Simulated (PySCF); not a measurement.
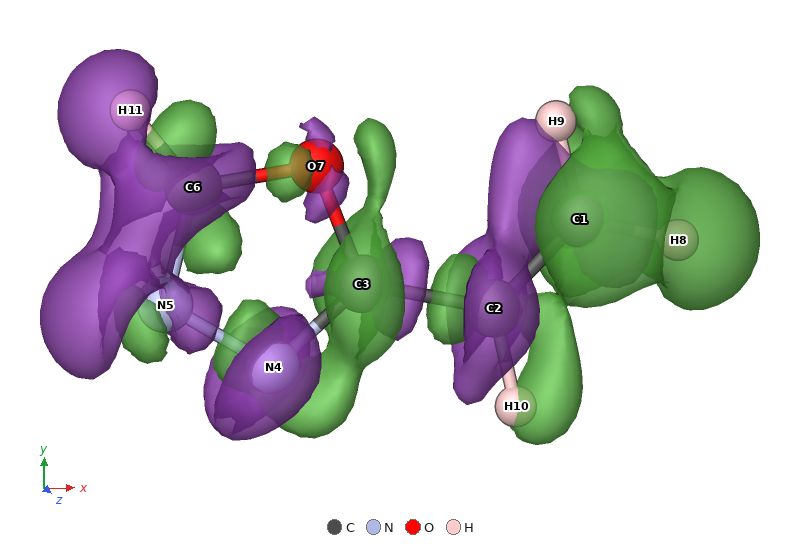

Figure 1: C₄H₄N₂O, SMILES `C=Cc1nnco1`. Change of the electron density in a uniform field of 0.21 V/Å, surfaces at ±0.002 e/Å³ (purple: gain, green: loss).

Computed with PySCF, PBE0/def2-SVPD, geometry: GFN2-xTB. No frequency check shows the geometry to be a minimum.

The field was applied in both directions; the picture shows the one opposite to the script's first.

Question: Along which Cartesian direction does the field point?

Answer: Along +x: electrons gather on the −x side, against the field.

Question: What dipole is induced, and what polarisability does it imply?

Answer: The induced dipole is 0.96 D (along the field); α along this axis, from the fields in both directions, is 95 bohr³ (14.0 Å³).
